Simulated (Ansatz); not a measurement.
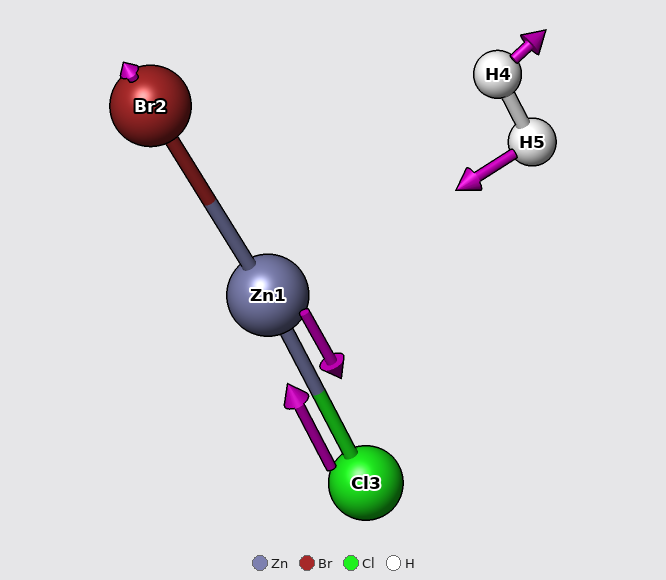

The arrows show one normal mode. Harmonic vibrations computed with RKS PBE0-D4/def2-TZVP (Ansatz 0.2.0) at a stationary point of the same level.

Question: What kind of motion is it?

Answer: Mostly Zn–Cl stretching.

Question: At what wavenumber does it lie?

Answer: 468 cm⁻¹; it is mode 8 of 9 counted from the lowest.
